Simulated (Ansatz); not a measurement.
## InF (model cell, started as layered BN type): phonons and vibrational spectra

How does InF (model cell, started as layered BN type) vibrate, and is this structure a minimum?

Program: Ansatz 0.2.0. Level of theory: DFT PBEsol, scalar-relativistic, plane waves, PAW. Results are calculated unless marked as measured.

The structure was built from a prototype and need not be the compound's stable phase.

**1. The starting structure**

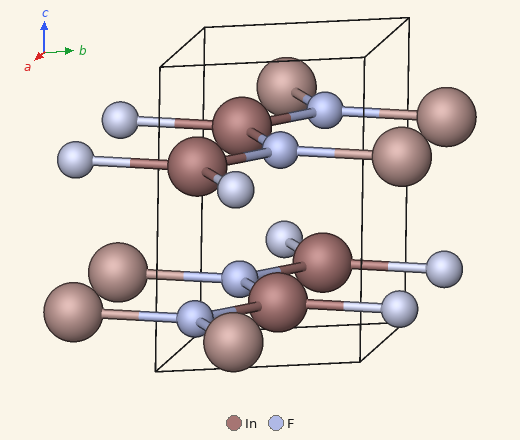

The starting structure, seen slightly off an axis (indium brown, fluorine light blue). 2×1×1 cells are drawn. Some periodic images of atoms are drawn too.

**2. Bringing the structure to rest**

Harmonic phonons are second derivatives at a point where the forces vanish, and they are wanted at zero stress, so atoms and cell are relaxed first.

Contents of input.yaml:

```yaml
crystal:
  lattice:
    - [4.19087, 0.0, 0.0]
    - [-2.09544, 3.6294, 0.0]
    - [0.0, 0.0, 6.049]
  atoms:
    - { symbol: In, position: [0.333333, 0.666667, 0.25] }
    - { symbol: In, position: [0.666667, 0.333333, 0.75] }
    - { symbol: F, position: [0.666667, 0.333333, 0.25] }
    - { symbol: F, position: [0.333333, 0.666667, 0.75] }
kpoints:
  mp_grid: { grid: [9, 9, 4] }
hamiltonian:
  xc: pbesol
scf:
  occupations: { method: gaussian, width: 0.02 }
output:
  forces: true
  stress: true
  eigenvalues: true
  write_density: true
  write_potential: true
  elf: true
  volumetric_format: npy
relax:
  adjacent_minimum: "off"
  f_tol: 0.005
  max_steps: 80
  cell: { stress_tol: 0.05 }
```

Started as:

```console
$ ansatz run input.yaml --threads 4 --pin off --max-ram 7168MiB --backend cpu --events-out ev --progress --plain --runs-dir out
```

Numbers of over 12 decimals in the logs are rounded to 6 here.

What it wrote:

```text
Warning: the atoms were moved onto the symmetric positions of the space group found under crystal.symmetry.tolerance 1.0e-5 (fractional; no operation is sought that the atoms, as they stand in a round, miss by more than twice it, and no atom is moved by as much as it), and the run uses the moved positions. Before a round's move an operation carried an atom to 4.19e-6 Å from where it should land, the largest such dist [...]
Engine: ansatz 0.2.0, x86_64-unknown-linux-gnu
Pseudopotentials: kind: paw
Pseudopotential: In, paw, valence charge 13, recommended cutoff 420 eV (normal), In.paw.azcp
Pseudopotential: F, paw, valence charge 7, recommended cutoff 420 eV (normal), F.paw.azcp
Functional definition: PBEsol
  exchange = pbesol_x
  correlation = pbesol_c
Crystal: 4 atoms, lattice volume = 92.007 Å³
Basis set: ecut = 420 eV, 1791 PW (Γ), exchange–correlation on 60×60×90 points (8 copies of the dense FFT grid, shifted against one another)
Bands: 24, of which v1, the nominal top of the filled ones, is band 20 counted from 1 (19 counted from 0)
Symmetry: 24 space group operations
Space group: P63/mmc (ITA 194), of the structure as read, at distance tolerance 4.5e-5 Å
k-points: 36 of 324
Non-local potential: In, projectors of the file, l = 0: 2, l = 1: 2, l = 2: 2, l = 3: 2
Non-local potential: F, projectors of the file, l = 0: 2, l = 1: 2, l = 2: 1
PAW form: soft (Blöchl's): semilocal exchange-correlation on the pseudo side does not see the compensation charge
PAW frozen core: In, regenerated for the run's functional, and the local potential with it (the file was generated under x = pbe(κ = 0.804, μ = 0.219515), c = pbe(β = 0.066725))
PAW frozen core: F, regenerated for the run's functional, and the local potential with it (the file was generated under x = pbe(κ = 0.804, μ = 0.219515), c = pbe(β = 0.066725))
PAW one-centre angular grid: In, 590 points (default); XC on 64 Gauss nodes
PAW one-centre angular grid: F, 110 points (default); XC on 64 Gauss nodes
Initial density: superposition of atomic densities (neutral atoms: chi_scale 0, normalization atom), corrected by the library's trained network
Initial wavefunctions: pseudopotential atomic-orbital guess
Functional: x = pbesol(κ = 0.804, μ = 0.123457), c = pbesol(β = 0.046)
SCF iter   1: F=—  HF=-12651.674551 eV  |F-HF|=—  |Δ(HF+E_count)|=         —  Δρ=1.47e-2  dr2=1.46e-1  ethr=1.77e-3  ⟨swp⟩=5.9  Hψ=3671  notcnv=0
preconditioner: auto → Resta (q_TF=auto, 2.375 Å⁻¹)  ε∞=4.0  [insulator: Δε(μ)=1.462 eV  Ē_g=14.196 eV  σ=0.020 eV  W_gap=1.00  n_scr=22 (ndim 8)  ℏωp=24.5 eV  f_vac=0.108  D(μ)=0.00/eV (n_scr^D=0)  ε∞_Penn≈4.0]
SCF iter   2: F=—  HF=-12651.643613 eV  |F-HF|=—  |Δ(HF+E_count)|=   3.09e-2  Δρ=5.94e-3  dr2=1.68e-2  ethr=3.65e-4  ⟨swp⟩=2.0  Hψ=2016  notcnv=0
SCF iter   3: F=—  HF=-12651.639914 eV  |F-HF|=—  |Δ(HF+E_count)|=   3.70e-3  Δρ=1.27e-3  dr2=1.32e-3  ethr=4.19e-5  ⟨swp⟩=2.0  Hψ=1726  notcnv=0
SCF iter   4: F=—  HF=-12651.640022 eV  |F-HF|=—  |Δ(HF+E_count)|=   1.08e-4  Δρ=2.76e-4  dr2=1.22e-4  ethr=3.31e-6  ⟨swp⟩=2.8  Hψ=1453  notcnv=0
SCF iter   5: F=—  HF=-12651.640106 eV  |F-HF|=—  |Δ(HF+E_count)|=   8.45e-5  Δρ=7.56e-5  dr2=9.77e-6  ethr=3.05e-7  ⟨swp⟩=2.0  Hψ=1146  notcnv=0
SCF iter   6: F=—  HF=-12651.640124 eV  |F-HF|=—  |Δ(HF+E_count)|=   1.74e-5  Δρ=1.67e-5  dr2=4.36e-7  ethr=2.44e-8  ⟨swp⟩=2.6  Hψ=1460  notcnv=0
SCF iter   7: F=-12651.640124 eV  HF=-12651.640124 eV  |F-HF|=8.02e-10  |Δ(HF+E_count)|=   4.45e-7  Δρ=3.89e-6  dr2=1.16e-8  ethr=2.50e-10  ⟨swp⟩=9.8  Hψ=6271  notcnv=0
SCF 1 converged in 7 iterations: F = -12651.640124 eV  dr2 = 1.16e-8
  greatest PAW one-centre occupation: 0.985 electrons in one spin orbital (limit 2), on the In atom at site 1 (counted from 0), in its partial waves of l = 2
relax step   1: F+E_penalty+E_count = -12651.64012412 eV  Δ(F+E_penalty+E_count) = +0.000e0 eV  max|allowed force component| = 6.014e-17 eV/Å  Δτ_max = 0.0000 Å  P = +2.532 GPa  Ω = 92.007 Å³  (7 SCF iters, dr2 threshold 1.00e-7 eV, accepted)
Crystal: 4 atoms, lattice volume = 97.746 Å³
Basis set: ecut = 420 eV, 1911 PW (Γ), exchange–correlation on 60×60×90 points (8 copies of the dense FFT grid, shifted against one another)
Initial density: handed on by an earlier stage of this run
Initial wavefunctions: those handed on with the density
iter 1 solved again at ethr=1.31e-4 eV; its pass at ethr=3.10e-3 eV (dr2=5.22e-2 eV) is discarded
SCF iter   1: F=—  HF=-12651.706742 eV  |F-HF|=—  |Δ(HF+E_count)|=         —  Δρ=6.37e-3  dr2=5.24e-2  ethr=1.31e-4  ⟨swp⟩=1.0  Hψ=4766  notcnv=0
preconditioner: auto → Resta (q_TF=auto, 2.351 Å⁻¹)  ε∞=3.8  [insulator: Δε(μ)=1.882 eV  Ē_g=14.138 eV  σ=0.020 eV  W_gap=1.00  n_scr=22 (ndim 8)  ℏωp=23.8 eV  f_vac=0.138  D(μ)=0.00/eV (n_scr^D=0)  ε∞_Penn≈3.8]
SCF iter   2: F=—  HF=-12651.693889 eV  |F-HF|=—  |Δ(HF+E_count)|=   1.29e-2  Δρ=4.27e-3  dr2=7.06e-3  ethr=1.31e-4  ⟨swp⟩=2.1  Hψ=1663  notcnv=0
SCF iter   3: F=—  HF=-12651.692008 eV  |F-HF|=—  |Δ(HF+E_count)|=   1.88e-3  Δρ=1.35e-3  dr2=1.96e-3  ethr=1.76e-5  ⟨swp⟩=2.0  Hψ=1713  notcnv=0
SCF iter   4: F=—  HF=-12651.691172 eV  |F-HF|=—  |Δ(HF+E_count)|=   8.36e-4  Δρ=3.43e-4  dr2=1.41e-4  ethr=4.90e-6  ⟨swp⟩=2.1  Hψ=1070  notcnv=0
SCF iter   5: F=—  HF=-12651.691138 eV  |F-HF|=—  |Δ(HF+E_count)|=   3.39e-5  Δρ=6.99e-5  dr2=4.13e-6  ethr=3.52e-7  ⟨swp⟩=3.0  Hψ=1585  notcnv=0
SCF iter   6: F=-12651.691140 eV  HF=-12651.691140 eV  |F-HF|=6.61e-8  |Δ(HF+E_count)|=   1.82e-6  Δρ=6.78e-6  dr2=3.29e-8  ethr=1.00e-9  ⟨swp⟩=10.1  Hψ=6704  notcnv=0
SCF 2 converged in 6 iterations: F = -12651.691140 eV  dr2 = 3.29e-8
  Residual-converged pass: ⟨swp⟩=1.1  Hψ=1018  notcnv=0  max |occ|·‖R‖ = 7.1e-9 eV (tolerance 1.0e-8 eV)  dr2=3.29e-8  dr2_onsite=1.46e-9  max |Δocc| = 0.0e0
relax step   2: F+E_penalty+E_count = -12651.69113997 eV  Δ(F+E_penalty+E_count) = -5.102e-2 eV  max|allowed force component| = 2.128e-16 eV/Å  Δτ_max = 0.0000 Å  P = -0.110 GPa  Ω = 97.746 Å³  energy of the carried Pulay correction = -1.014e-2 eV  (6 SCF iters, dr2 threshold 4.00e-7 eV, accepted)
Crystal: 4 atoms, lattice volume = 96.839 Å³
Basis set: ecut = 420 eV, 1909 PW (Γ), exchange–correlation on 60×60×90 points (8 copies of the dense FFT grid, shifted against one another)
iter 1 solved again at ethr=6.02e-6 eV; its pass at ethr=3.10e-3 eV (dr2=2.41e-3 eV) is discarded
SCF iter   1: F=—  HF=-12651.709119 eV  |F-HF|=—  |Δ(HF+E_count)|=         —  Δρ=1.87e-3  dr2=2.35e-3  ethr=6.02e-6  ⟨swp⟩=2.3  Hψ=5255  notcnv=0
preconditioner: auto → Resta (q_TF=auto, 2.354 Å⁻¹)  ε∞=3.9  [insulator: Δε(μ)=1.812 eV  Ē_g=14.136 eV  σ=0.020 eV  W_gap=1.00  n_scr=22 (ndim 8)  ℏωp=23.9 eV  f_vac=0.139  D(μ)=0.00/eV (n_scr^D=0)  ε∞_Penn≈3.9]
SCF iter   2: F=—  HF=-12651.708597 eV  |F-HF|=—  |Δ(HF+E_count)|=   5.22e-4  Δρ=9.89e-4  dr2=3.95e-4  ethr=5.87e-6  ⟨swp⟩=2.0  Hψ=1711  notcnv=0
SCF iter   3: F=—  HF=-12651.708527 eV  |F-HF|=—  |Δ(HF+E_count)|=   6.96e-5  Δρ=4.18e-4  dr2=9.92e-5  ethr=9.87e-7  ⟨swp⟩=2.0  Hψ=1318  notcnv=0
SCF iter   4: F=—  HF=-12651.708499 eV  |F-HF|=—  |Δ(HF+E_count)|=   2.86e-5  Δρ=1.35e-4  dr2=1.31e-5  ethr=2.48e-7  ⟨swp⟩=1.0  Hψ=864  notcnv=0
SCF iter   5: F=—  HF=-12651.708495 eV  |F-HF|=—  |Δ(HF+E_count)|=   3.36e-6  Δρ=2.41e-5  dr2=6.00e-7  ethr=3.27e-8  ⟨swp⟩=2.9  Hψ=1489  notcnv=0
SCF iter   6: F=-12651.708495 eV  HF=-12651.708495 eV  |F-HF|=5.88e-8  |Δ(HF+E_count)|=   1.29e-7  Δρ=4.51e-6  dr2=3.88e-8  ethr=1.00e-9  ⟨swp⟩=9.2  Hψ=6410  notcnv=0
SCF 3 converged in 6 iterations: F = -12651.708495 eV  dr2 = 3.88e-8
relax step   3: F+E_penalty+E_count = -12651.70849541 eV  Δ(F+E_penalty+E_count) = -1.736e-2 eV  max|allowed force component| = 1.943e-16 eV/Å  Δτ_max = 0.0000 Å  P = -0.133 GPa  Ω = 96.839 Å³  energy of the carried Pulay correction = -8.290e-3 eV  (6 SCF iters, dr2 threshold 4.00e-7 eV, accepted)
[... from here on, the SCF cycles and remarks between the steps are left out ...]
relax step   4: F+E_penalty+E_count = -12651.72698862 eV  Δ(F+E_penalty+E_count) = -1.849e-2 eV  max|allowed force component| = 2.591e-16 eV/Å  Δτ_max = 0.0000 Å  P = +0.223 GPa  Ω = 94.377 Å³  energy of the carried Pulay correction = -3.364e-3 eV  (6 SCF iters, dr2 threshold 4.00e-7 eV, accepted)
relax step   5: F+E_penalty+E_count = -12651.72624930 eV  Δ(F+E_penalty+E_count) = +7.393e-4 eV  max|allowed force component| = 1.619e-16 eV/Å  Δτ_max = 0.0000 Å  P = -0.023 GPa  Ω = 95.001 Å³  energy of the carried Pulay correction = -4.489e-3 eV  (5 SCF iters, dr2 threshold 1.40e-7 eV, accepted)
relax step   6: F+E_penalty+E_count = -12651.74438503 eV  Δ(F+E_penalty+E_count) = -1.814e-2 eV  max|allowed force component| = 9.714e-17 eV/Å  Δτ_max = 0.0000 Å  P = +0.289 GPa  Ω = 95.001 Å³  stress off target by 4.73e-1 GPa  SCF on the basis re-selected at this cell (its energy is not comparable with the rows above)  (7 SCF iters)
relax step   7: F+E_penalty+E_count = -12651.74704789 eV  Δ(F+E_penalty+E_count) = -2.663e-3 eV  max|allowed force component| = 1.156e-16 eV/Å  Δτ_max = 0.0000 Å  P = +0.099 GPa  Ω = 95.377 Å³  energy of the carried Pulay correction = -4.689e-4 eV  (5 SCF iters, dr2 threshold 4.00e-7 eV, accepted)
relax step   8: F+E_penalty+E_count = -12651.74679425 eV  Δ(F+E_penalty+E_count) = +2.536e-4 eV  max|allowed force component| = 1.897e-16 eV/Å  Δτ_max = 0.0000 Å  P = +0.000 GPa  Ω = 95.644 Å³  energy of the carried Pulay correction = -9.257e-4 eV  (5 SCF iters, dr2 threshold 4.76e-8 eV, accepted)
relax step   9: F+E_penalty+E_count = -12651.74828113 eV  Δ(F+E_penalty+E_count) = -1.487e-3 eV  max|allowed force component| = 2.220e-16 eV/Å  Δτ_max = 0.0000 Å  P = +0.015 GPa  Ω = 95.644 Å³  stress off target by 6.74e-2 GPa  SCF on the basis re-selected at this cell (its energy is not comparable with the rows above)  (6 SCF iters)
relax step  10: F+E_penalty+E_count = -12651.74854062 eV  Δ(F+E_penalty+E_count) = -2.595e-4 eV  max|allowed force component| = 8.327e-17 eV/Å  Δτ_max = 0.0000 Å  P = +0.016 GPa  Ω = 95.618 Å³  energy of the carried Pulay correction = +1.111e-4 eV  (5 SCF iters, dr2 threshold 1.14e-8 eV, accepted)
iter 1 solved again at ethr=2.79e-8 eV; its pass at ethr=3.10e-3 eV (dr2=1.12e-5 eV) is discarded
SCF iter   1: F=—  HF=-12651.748411 eV  |F-HF|=—  |Δ(HF+E_count)|=         —  Δρ=3.04e-5  dr2=1.14e-7  ethr=2.79e-8  ⟨swp⟩=3.4  Hψ=6282  notcnv=0
SCF iter   2: F=—  HF=-12651.748384 eV  |F-HF|=—  |Δ(HF+E_count)|=   2.71e-5  Δρ=1.51e-5  dr2=2.87e-8  ethr=2.84e-10  ⟨swp⟩=2.0  Hψ=1536  notcnv=0
SCF iter   3: F=—  HF=-12651.748384 eV  |F-HF|=—  |Δ(HF+E_count)|=   8.67e-8  Δρ=4.29e-6  dr2=1.02e-8  ethr=7.18e-11  ⟨swp⟩=2.0  Hψ=1579  notcnv=0
SCF iter   4: F=—  HF=-12651.748384 eV  |F-HF|=—  |Δ(HF+E_count)|=   1.56e-9  Δρ=5.50e-7  dr2=2.34e-10  ethr=2.54e-11  ⟨swp⟩=2.0  Hψ=1577  notcnv=0
SCF iter   5: F=—  HF=-12651.748384 eV  |F-HF|=—  |Δ(HF+E_count)|=  1.64e-10  Δρ=1.63e-7  dr2=4.01e-11  ethr=1.00e-12  ⟨swp⟩=6.0  Hψ=3997  notcnv=0
SCF iter   6: F=-12651.748384 eV  HF=-12651.748384 eV  |F-HF|=5.46e-12  |Δ(HF+E_count)|=  7.28e-12  Δρ=5.06e-8  dr2=2.75e-12  ethr=1.00e-12  ⟨swp⟩=5.3  Hψ=3811  notcnv=0
SCF 11 converged in 6 iterations: F = -12651.748384 eV  dr2 = 2.75e-12
relax step  11: F+E_penalty+E_count = -12651.74838435 eV  Δ(F+E_penalty+E_count) = +1.563e-4 eV  max|allowed force component| = 7.864e-17 eV/Å  Δτ_max = 0.0000 Å  P = +0.016 GPa  Ω = 95.618 Å³  stress off target by 2.35e-2 GPa  SCF on the basis re-selected at this cell (its energy is not comparable with the rows above)  (6 SCF iters)
basis re-selected at this cell: Δ(F+E_penalty+E_count) = +1.563e-4 eV, ΔP = +0.000 GPa vs the last step (what re-selecting the basis moved, of the pressure what is left beyond the Pulay correction that the steps carried, after the strain that the cell walked since its last selection, with what the two solves' SCF thresholds leave and, on support functions, any second-order correction that the steps lacked; it is no m [...]
SCF converged after 6 iterations
Free energy (F): -12651.748384 eV
Harris-Foulkes:  -12651.748384 eV  (|F-HF|=5.46e-12)
Internal energy: -12651.748384 eV  (E = F + TS)
E sigma→0 (E₀):  -12651.748384 eV
Fermi energy:    5.442467 eV
--- Per-component energies (eV) ---
  E_band       = -230.361786
  E_kinetic    = 888.326785
  E_local      = -3978.087073  (includes V_loc(G=0)·N_el)
  E_nonlocal   = 881.944993
  E_hartree    = 1548.581098
  E_xc         = -585.148065
  E_vxc        = -402.534296  (∫ρ·V_xc dr)
  E_paw        = -8542.836967  (= ΣΔE_a)
  E_vpaw       = -717.178425  (= ΣTr[D̂ρ^β])
  E_aug_tail   = 0.004076  (compensation charges beyond the density's cutoff)
  E_ewald      = -2865.089922
  E_core_change = 0.556690  (= ΣΔE_core)
  E_smearing   = -0.000000  (= −TS)
  E_closure    = 0.000000  (closes the sum)
  Σ components = -12651.748384   (vs F -12651.748384, Δ=0.00e0)
--- Forces (eV/Å), atoms counted from 1 ---
  atom   1  In     0.00000000    -0.00000000    -0.00000000
  atom   2  In     0.00000000     0.00000000     0.00000000
  atom   3  F      0.00000000     0.00000000     0.00000000
  atom   4  F      0.00000000    -0.00000000    -0.00000000
  max |Σ_I F_I| component: 1.85e-17 eV/Å
--- Stress (GPa, compression-positive) ---
        0.023460       0.000000      -0.000000
        0.000000       0.023460      -0.000000
       -0.000000      -0.000000       0.002366
  P = ⅓ Tr σ = 0.0164 GPa (0.164 kbar)
--- Band table (eV; the first three rows and the last of 36) ---
  k-point 0: bands = [... 16 lower, 0.7579, 0.7579, 0.8341, 3.1937, 7.5844, 9.9672, 9.9672, 10.1124]
  k-point 1: bands = [... 16 lower, 0.7236, 0.7236, 1.6329, 3.2104, 7.8809, 9.9279, 9.9279, 10.0255]
  k-point 2: bands = [... 16 lower, 0.6276, 0.6276, 2.6860, 2.6860, 9.2916, 9.2916, 9.9147, 9.9147]
  k-point 35: bands = [... 16 lower, 0.9074, 0.9074, 4.5326, 4.5326, 6.7374, 6.7374, 7.7040, 7.7040]
--- Relaxed structure (8 steps of the walk, 8 accepted, 3 SCFs on fresh bases) ---
  F+E_penalty+E_count = -12651.74838435 eV   max|allowed force component| = 7.864e-17 eV/Å   (the final SCF, on the basis selected at the relaxed cell)
  cell:  # Å, volume = 95.6181 Å³
    - [4.456392, 3.0696479607360383e-6, 0]
    - [-2.228199, 3.859347, 0]
    - [0, 0, 5.559588]
  atoms:
    - { symbol: In, position: [0.333333, 0.666667, 0.25] }
    - { symbol: In, position: [0.666667, 0.333333, 0.750000] }
    - { symbol: F, position: [0.666667, 0.333333, 0.25] }
    - { symbol: F, position: [0.333333, 0.666667, 0.750000] }
```

Wall time 29 s (4 threads of Intel Xeon 6975P-C (Granite Rapids), shared host); peak memory 0.49 GiB.

The steps of the relaxation:

```
step  energy less that of the first step (eV)  largest force component (eV/Å)  pressure (GPa)  volume (Å³)
   1                                   0.0000                          0.0000            2.53        92.01
   2                                  -0.0510                          0.0000           -0.11        97.75
   3                                  -0.0684                          0.0000           -0.13        96.84
   4                                  -0.0869                          0.0000            0.22        94.38
   5                                  -0.0861                          0.0000           -0.02        95.00
  6*                                  -0.1043                          0.0000            0.29        95.00
   7                                  -0.1069                          0.0000            0.10        95.38
   8                                  -0.1067                          0.0000            0.00        95.64
  9*                                  -0.1082                          0.0000            0.02        95.64
  10                                  -0.1084                          0.0000            0.02        95.62
 11*                                  -0.1083                          0.0000            0.02        95.62
```

Relaxation steps marked * repeat the geometry before them on a plane-wave basis chosen anew for their cell, so energy and pressure can jump there.

Forces are held to the 24 operations that the run works with; a distortion that breaks them can't arise in this run.

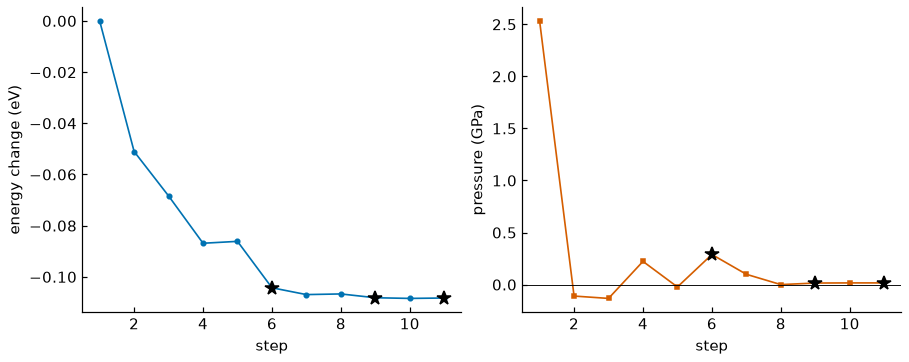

Energy and pressure along the relaxation. Stars mark steps on a basis chosen anew.

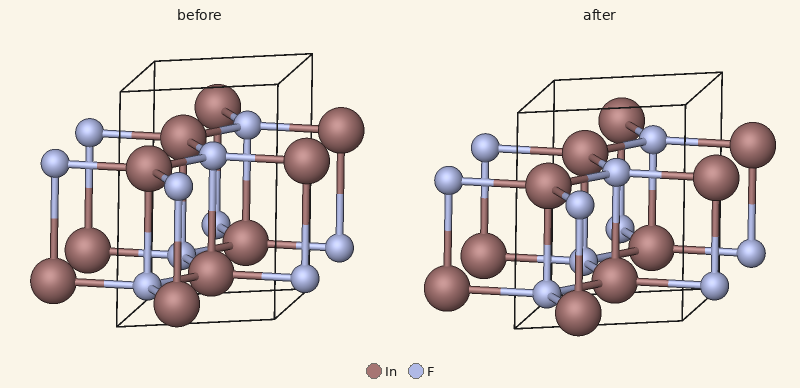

Before and after, at one scale.

```
conventional cell, symmetrised  before  after  change
                         a (Å)   4.191  4.456  +6.3 %
                         b (Å)   4.191  4.456  +6.3 %
                         c (Å)   6.049  5.560  -8.1 %
              volume (Å³/atom)   23.00  23.90  +3.9 %
```

This step gave:

| Item | Value |
| --- | --- |
| pressure | 0.01643 GPa |
| gap on the k-mesh | 1.820 eV |
| volume per atom | 23.90 Å³ |
| direct gap on mesh | 2.010 eV |

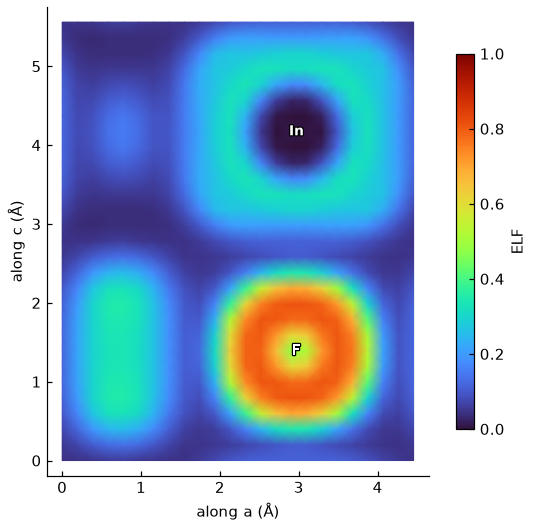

ELF in the ac plane at fractional y = 0.333, with atoms of In and F within 0.2 Å of it. It is the smooth field of the valence electrons, not physical close to the nuclei.

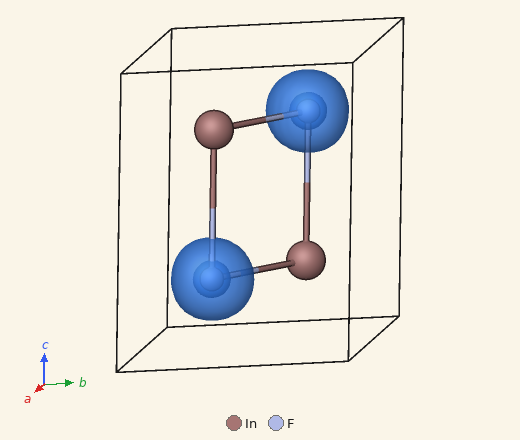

Surface of ELF = 0.73.

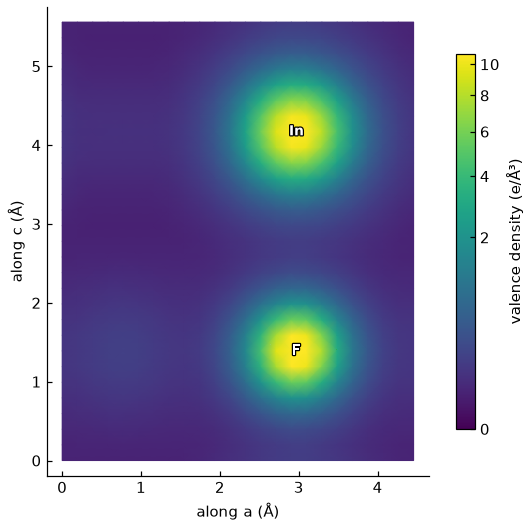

Valence density in the ac plane at fractional y = 0.333, with atoms of In and F within 0.2 Å of it. It is the smooth field of the valence electrons, not physical close to the nuclei. The colour scale is stretched toward low values.

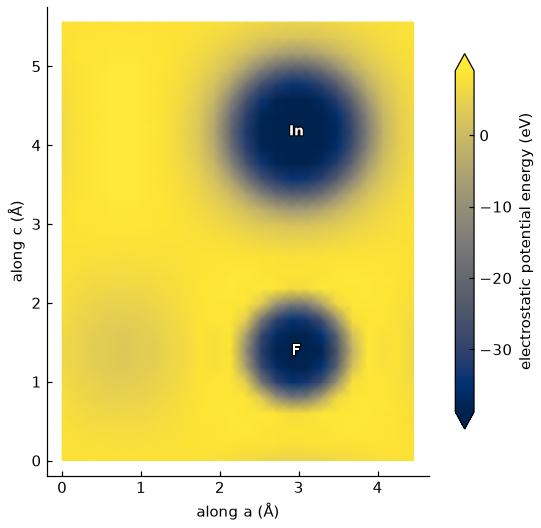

Electrostatic potential energy in the ac plane at fractional y = 0.333, with atoms of In and F within 0.2 Å of it. With pseudopotentials it is smooth inside the atoms' cores, unlike the true potential.

In this step the volume went from 23.00 to 23.90 Å³/atom.

[end of part 1 of 2]

[Logs are printed without paths, hosts, clocks, repeated set-up lines and the standing remarks that a program may print on its own settings, such as how far it seeks lower states.]

[Hosts, paths, dates, database ids (printed as entryN), source tags and the programs' standing remarks are cut or masked in the printed files.]
